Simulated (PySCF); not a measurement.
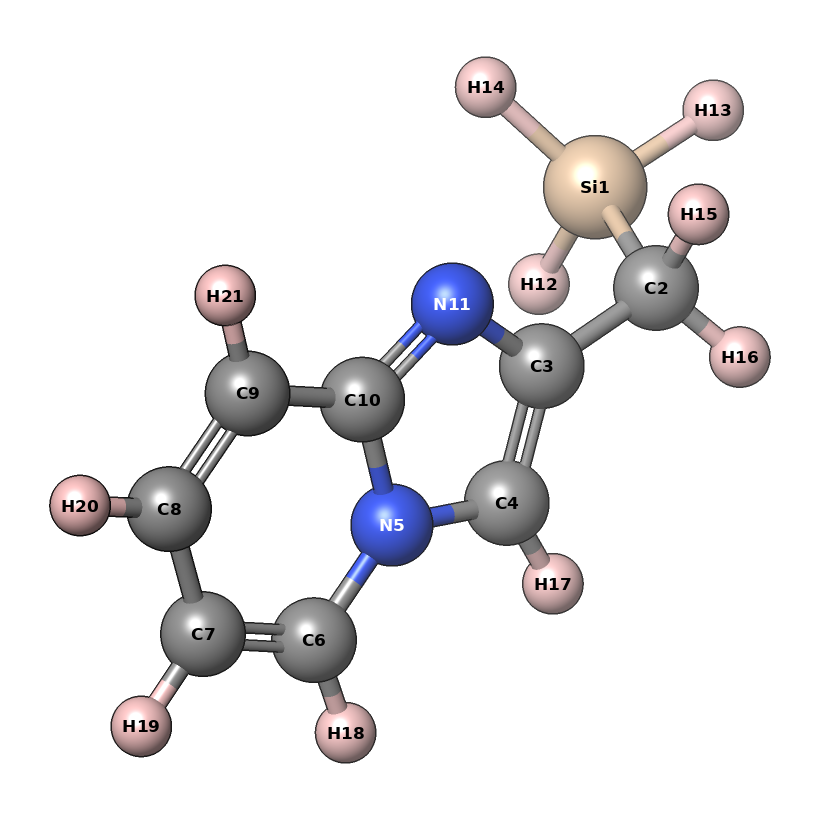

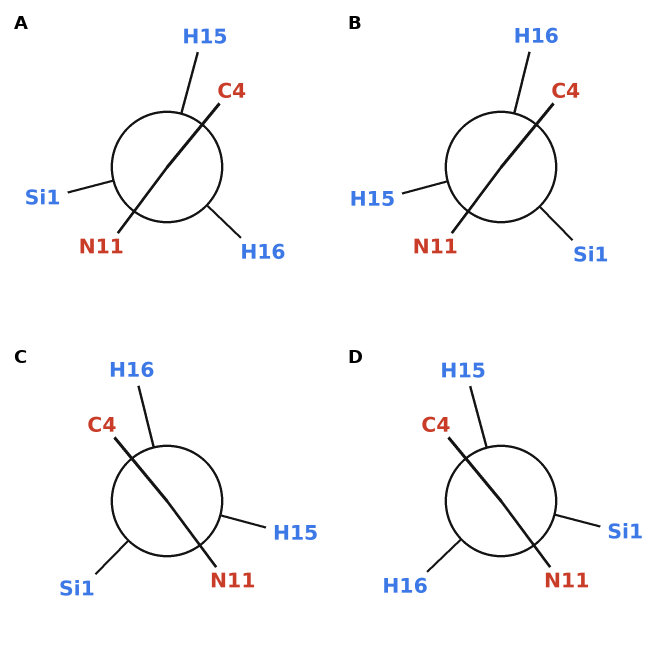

Depth is shown by fading: the farther an atom, the more it takes the colour of the background. Bonds that would overlap in a projection are set slightly apart. The computed structure is the end point of a PBE0-D3(BJ)/def2-SVP optimisation. No frequency run is at hand to confirm it as a minimum.

> Which Newman projection shows the view along C3–C2, with C3 in front?

B. The torsion angle N11–C3–C2–Si1 is −81°, about perpendicular.
